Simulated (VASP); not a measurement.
Band structure of Te (trig). These are revPBE GGA, VASP's PBE PAW potentials (set 64) (plane waves; VASP) values and carry that method's errors.

Unless said otherwise, spin-orbit coupling is left out, though it shifts the bands of the heavy elements here.

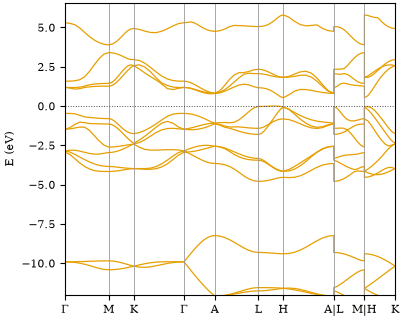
Figure. Bands along high-symmetry lines, zero at the valence-band maximum or, without a gap, the Fermi level

Task: Read the plot: is there a gap, and where are the band edges?

Result: The gap is indirect, 0.53 eV, from the valence maximum at L-H at 0.67 to the conduction minimum at H. (Edges off the drawn lines would not show.)

The compound is Te in the trig structure. It was relaxed first, which changed the volume by +15 %.
